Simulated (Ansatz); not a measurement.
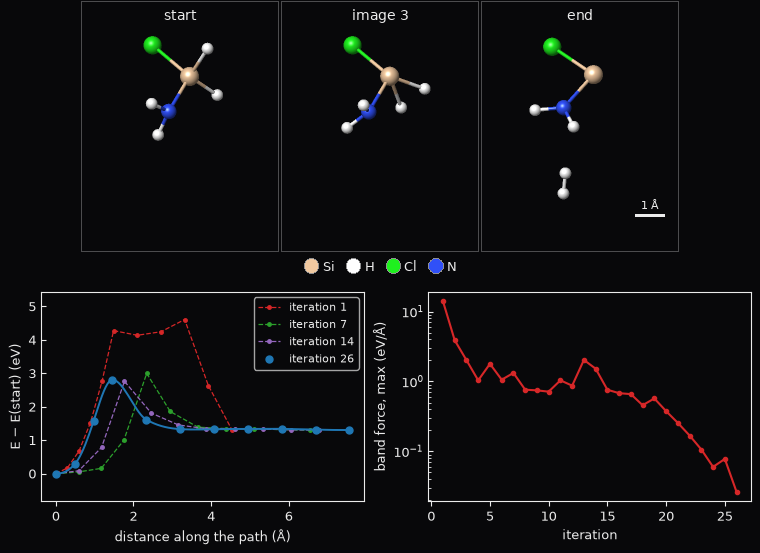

NEB run on SiNH₄Cl. Images are numbered from 0 (start) to 10 (end). The plot follows the band through its iterations. A ball-and-stick model, seen from a free direction.

These are results of Ansatz, RKS PBE-D4/def2-SVP, not measurements. Run with 9 movable images; climbing image; force threshold 0.03 eV/Å; iteration limit 60; starting path through a guess of the saddle point.

**How did the profile develop, and is the result final?**

The run is converged, with reservations. The band converged in 26 iterations. The largest component of the band force went from 14 to 0.026 eV/Å. The climbing image converged on the top of the path. Its vibrational analysis gives one imaginary mode (1166i cm⁻¹), as a transition state must have. The first iteration put the highest image at 4.61 eV. The highest point, image 3, lies 2.81 eV above the start and 1.50 eV above the end; the end is at +1.31 eV relative to the start.
